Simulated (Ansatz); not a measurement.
Frequency calculation of GaH$_{2}$OF

GaH$_{2}$OF, SMILES [OH][GaH][F], computed with MP2/aug-cc-pVDZ, RHF (Ansatz 0.2.0).

The geometry was optimised with MP2/aug-cc-pVDZ. Figures and captions count atoms from 1; the log counts them from 0 in places.

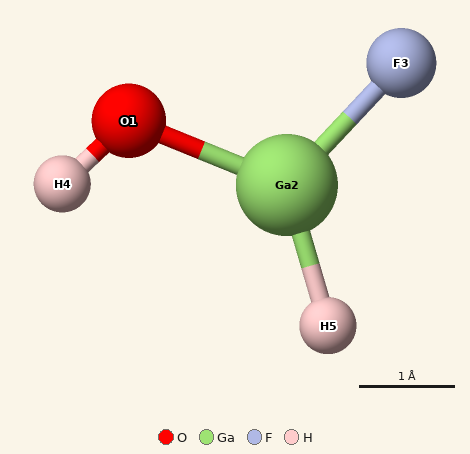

*The structure as given in the input (ball-and-stick view, seen at an oblique angle; atoms are numbered from 1 in the order of the input). Sticks mark near contacts.*

Bond lengths as drawn: F–Ga 1.76 Å, Ga–H 1.54 Å, Ga–O 1.80 Å and H–O 0.97 Å.

### Input file
```yaml
basis:
  gaussian: {orbitals: aug-cc-pVDZ}
crystal:
  periodic: [false, false, false]
  atoms:
    - {symbol: O, position_ang: [-1.140655, -0.596526, -0.284487]}
    - {symbol: Ga, position_ang: [0.393666, 0.286050, 0.017725]}
    - {symbol: F, position_ang: [0.444392, 1.797088, -0.889828]}
    - {symbol: H, position_ang: [-1.219711, -1.434978, 0.190877]}
    - {symbol: H, position_ang: [1.572308, -0.125335, 0.924413]}
correlation: {method: mp2}
phonons: {temperatures: {t_min: 298.15, t_max: 298.15, t_step: 1}}
```

Launch command:
```bash
ansatz run molecule.yaml --threads 1 --pin off --max-ram 3480MiB --events-out events.jsonl --progress --plain --runs-dir runs
```

### Output
```
Functional definition: HF
  name "HF"
  exchange = exact_x
  correlation = 0
these checks for a lower state are left out or cut short: cluster_reference
1063 factors; integrals over basis functions are off by at most 2.6e-4 eV
mean field evaluation 1: about -57105.9942 eV, gradient 4.9e1 eV
mean field evaluation 2: about -57106.0251 eV, gradient 4.9e1 eV
mean field evaluation 4: about -57110.6548 eV, gradient 2.4e0 eV
mean field evaluation 8: about -57110.6838 eV, gradient 2.5e-1 eV
mean field -57110.68403706 eV, -2098.7789273500 hartree, gradient 9.9e-7 eV, S^2 0.000000; 0 other end points of the search recorded, 0 dependent functions left out
11 core orbitals not correlated: weight in the atoms' cores, before any rotation towards them, 1.000 or more for the frozen orbitals, at most 0.000 for the correlated occupied ones
reference -57110.68403706 eV, -2098.7789273500 hartree; 14, 14 occupied and 75, 75 virtual orbitals, 1063 factors
second order -13.90988666 eV of doubles, -0.00000000 eV of singles
the calculation of the forces begins
mean field evaluation 16: about -57110.6369 eV, gradient 5.1e-1 eV
these checks for a lower state are left out or cut short: starts, cluster_reference, orbital_swaps, neighbouring_geometries, increment
1063 factors; integrals over basis functions are off by at most 2.6e-4 eV
mean field -57110.68535240 eV, -2098.7789756879 hartree, gradient 3.5e-6 eV, S^2 0.000000; 0 other end points of the search recorded, 0 dependent functions left out
[... from here on the field's lines of each further geometry are left out, up to the last ...]
11 core orbitals not correlated: weight in the atoms' cores, before any rotation towards them, 1.000 or more for the frozen orbitals, at most 0.000 for the correlated occupied ones
reference -57110.68410254 eV, -2098.7789297564 hartree; 14, 14 occupied and 75, 75 virtual orbitals, 1063 factors
second order -13.90980491 eV of doubles, -0.00000000 eV of singles
the calculation of the forces begins
these checks for a lower state are left out or cut short: starts, cluster_reference, orbital_swaps, neighbouring_geometries, increment
1063 factors; integrals over basis functions are off by at most 2.6e-4 eV
mean field -57110.68393190 eV, -2098.7789234854 hartree, gradient 2.3e-6 eV, S^2 0.000000; 0 other end points of the search recorded, 0 dependent functions left out
11 core orbitals not correlated: weight in the atoms' cores, before any rotation towards them, 1.000 or more for the frozen orbitals, at most 0.000 for the correlated occupied ones
reference -57110.68393190 eV, -2098.7789234854 hartree; 14, 14 occupied and 75, 75 virtual orbitals, 1063 factors
second order -13.90997101 eV of doubles, -0.00000000 eV of singles
the calculation of the forces begins
mean field evaluation 256: about -57110.6368 eV, gradient 5.1e-1 eV
Total energy: -57124.59392372 eV, -2099.2901062562 hartree
Atom 0 at    -1.140655    -0.596526    -0.284487 Å, force     0.000499     0.000522    -0.000087 eV/Å
Atom 1 at     0.393666     0.286050     0.017725 Å, force    -0.001129    -0.000293    -0.000426 eV/Å
Atom 2 at     0.444392     1.797088    -0.889828 Å, force    -0.000308     0.000693    -0.000593 eV/Å
Atom 3 at    -1.219711    -1.434978     0.190877 Å, force     0.000206    -0.000103     0.000207 eV/Å
Atom 4 at     1.572308    -0.125335     0.924413 Å, force     0.000732    -0.000819     0.000899 eV/Å
Dipole moment:     0.222097    -0.522330     0.446248 e Å
Vibrations: 203.87 359.44 487.87 598.09 672.82 698.73 815.28 2069.22 3848.60 cm⁻¹, zero-point energy 0.604666 eV
Checks for a lower state left out: cluster_reference
```

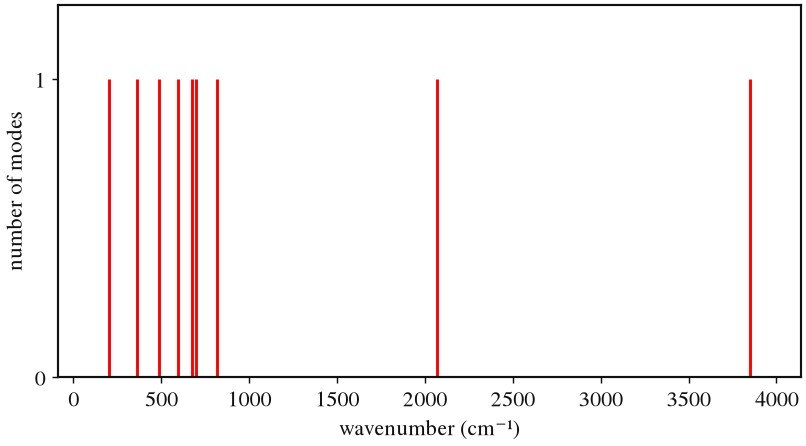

*Harmonic vibrational wavenumbers from the force constants; neighbouring modes closer than 17 cm⁻¹ are counted in one stick.*

9 modes from 204 to 3849 cm⁻¹, none imaginary.

### Key numbers

- outcome: converged
- total energy: −2099.290106 hartree
- SCF energy: −2098.778927 hartree
- MP2 energy: −2099.290106 hartree
- correlation energy: −0.511179 hartree
- basis functions: 100
- largest force: 0.001 eV/Å
- SCF solution under orbital rotations: stable
- zero-point energy: 0.022221 hartree
- wavenumbers, lowest and highest: 204 and 3849 cm⁻¹
- hardware: 1 thread of Arm Neoverse V1, 24 GiB of memory available, shared host
- wall time: 2.6 min
- peak memory: 0.24 GiB
